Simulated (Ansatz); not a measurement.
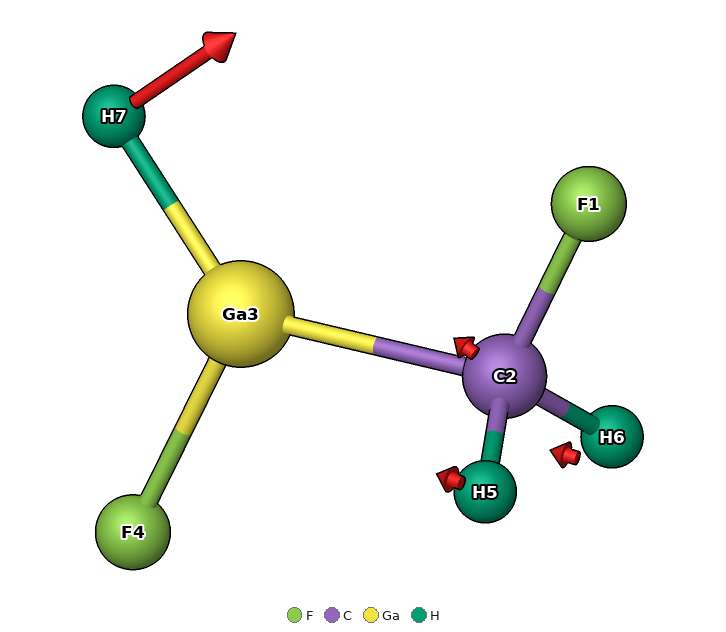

The arrows show one normal mode. Harmonic vibrations computed with RKS PBE0-D4/def2-TZVP (Ansatz 0.2.0) at a stationary point of the same level.

> Estimate its harmonic wavenumber.

620 cm⁻¹; it is mode 6 of 15 counted from the lowest.
